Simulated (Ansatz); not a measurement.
# CH₆NSn radical: a ladder of functionals and wavefunction methods

Aim: compute CH₆NSn radical with functionals from several rungs and with coupled cluster, and see how far each lands from CCSD(T) at the basis-set limit for the atomisation energy.

Program: Ansatz 0.2.0, Gaussian basis. Level of theory: functionals in def2-TZVPP, the program's frozen cores in correlated methods. These are calculated values, not measurements.

The runs, in order: LDA (SPW92), PBE-D4, revPBE-D4, BLYP-D4, r2SCAN-D4, B97M-V, PBE0-D4, B3LYP-D4, r2SCANh-D4, r2SCAN0-D4, HSE06-D4, BHLYP-D4, CAM-B3LYP-D4, LC-ωPBE, ωB97X-V, ωB97M-V, B2PLYP, PBE-QIDH; CCSD(T)/def2-SVP; CCSD(T)/def2-TZVPP; MP2/def2-QZVPP; extrapolation to the limit; RPA on PBE.

## (1) The relaxed structure

The geometry comes from an earlier relaxation with PBE0-D4 in a triple-zeta def2 set; it is a stationary point, not always the lowest conformer. Sn takes the def2 core potential; no spin-orbit term is included.

SMILES `[CH3][SnH][NH2]`, 9 atoms, charge 0, spin multiplicity 2.

Atoms are counted from 1 here; the program's logs count them from 0.

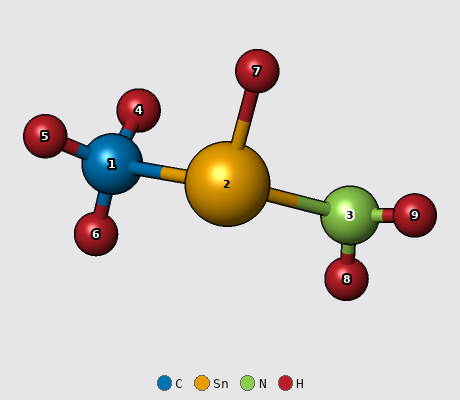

The geometry (carbon blue, tin amber, nitrogen green, hydrogen red); atoms are numbered from 1 in the order of the file.

## (2) LDA

This LDA is Slater exchange with PW92 correlation.

File in.yaml:

```yaml
crystal:
  periodic: [false, false, false]
  atoms:
    - {symbol: C, position_ang: [-0.858012, 0.865494, -0.939379]}
    - {symbol: Sn, position_ang: [0.881573, 0.484111, 0.284287]}
    - {symbol: N, position_ang: [0.435328, -1.274157, 1.224639]}
    - {symbol: H, position_ang: [-1.055298, -0.030155, -1.530915]}
    - {symbol: H, position_ang: [-0.671265, 1.710386, -1.601814]}
    - {symbol: H, position_ang: [-1.720308, 1.085274, -0.310608]}
    - {symbol: H, position_ang: [2.231511, 0.052894, -0.718038]}
    - {symbol: H, position_ang: [-0.359776, -1.239021, 1.849880]}
    - {symbol: H, position_ang: [1.204645, -1.701127, 1.724748]}
basis:
  gaussian: {orbitals: def2-TZVPP}
magnetization: {spin_polarized: true, initial_magnetization: 1}
hamiltonian: {xc: lda}
output: {orbitals: {seedname: orbitals}}
```

Run with:

```console
$ ansatz run in.yaml --threads 4 --pin off --events-out ev --progress --plain --max-ram 10444MiB
```

After this run come: PBE-D4 (GGA); revPBE-D4 (GGA); BLYP-D4 (GGA); r2SCAN-D4 (meta-GGA); B97M-V (meta-GGA); B3LYP-D4 (hybrid); r2SCANh-D4 (hybrid); r2SCAN0-D4 (hybrid); HSE06-D4 (hybrid); BHLYP-D4 (hybrid); CAM-B3LYP-D4 (range-separated); LC-ωPBE (range-separated); ωB97X-V (range-separated); ωB97M-V (range-separated); B2PLYP (double hybrid); PBE-QIDH (double hybrid); CCSD(T) in def2-SVP; CCSD(T) in def2-TZVPP; MP2 in def2-QZVPP; RPA on PBE orbitals.

Before running them: what should the planned runs give, taken together? Wanted: atomisation energy, CCSD(T)/CBS; farthest beyond LDA; mean size of error, GGA; mean size of error, meta-GGA; mean size of error, hybrid; mean size of error, range-separated; mean size of error, double hybrid; gap, smallest and largest; T1 diagnostic.

**Answer**, as computed:

| quantity | value |
| --- | --- |
| atomisation energy, CCSD(T)/CBS | 29.035 eV |
| functionals within 0.290 eV (1.0 %) | BLYP-D4, r2SCAN-D4, B97M-V, PBE0-D4, B3LYP-D4, HSE06-D4, CAM-B3LYP-D4, ωB97X-V, ωB97M-V |
| farthest beyond LDA | BHLYP-D4 (-0.844 eV) |
| mean size of error, GGA | 0.225 eV |
| mean size of error, meta-GGA | 0.110 eV |
| mean size of error, hybrid | 0.355 eV |
| mean size of error, range-separated | 0.124 eV |
| mean size of error, double hybrid | 0.486 eV |
| gap, smallest and largest | 0.68 eV (LDA (SPW92)), 7.53 eV (LC-ωPBE) |
| T1 diagnostic | 0.0158 |
| triples share of the correlation energy | 3.4 % |

The LDA atomisation energy is off by 3.974 eV (14 %): it overbinds. PBE-D4 is off by +0.333 eV. Double hybrids carry the basis error of their MP2 part in triple zeta, and no dispersion term here, so their miss is partly the set-up's. The rungs meta-GGA, range-separated, GGA miss on average by less than the doubt on the reference (0.290 eV), so they tie. The reference freezes the cores and leaves out spin-orbit coupling and excitations past (T), and its outer-core shells are covered unevenly, so misses under about 0.290 eV can't be ranked. All levels share the lack of spin-orbit coupling, which lowers the free heavy atoms and so the true binding. Hartree-Fock recovers 70 % of the binding; the rest is correlation. CCSD(T) in def2-SVP is off by -2.241 eV, so the small basis spoils what the method gains. The gap grows from 0.7 to 7.5 eV across the functionals, mostly with the share of exact exchange. Correlated methods include outer-core shells of Sn, which these sets cover unevenly.
